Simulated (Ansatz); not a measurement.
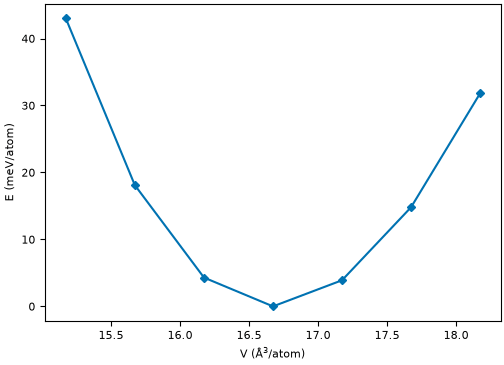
Fig. 1. YHSe in space group P-6m2 (No. 187; Y on 1a, H on 1c, Se on 1f) under volume change, r²SCAN in the plane-wave PAW code Ansatz, shape and atoms relaxed at each volume.

### Question
What does a third-order Birch–Murnaghan fit give for V₀, B₀ and B′?

### Answer
V₀ = 16.67 Å³/atom, B₀ = 87.1 GPa, B′ = 4.1.

The first step of the workflow began from a Materials Project structure, measured or hypothetical; the Crystallography Open Database copy checked does not list it. Whether it is the stable phase at ambient conditions was not checked. Symmetry was held in the r²SCAN relaxation; whether a distortion lowers the energy is not shown. The run is not spin-polarised.

Potentials: the later of the program's two PAW sets.
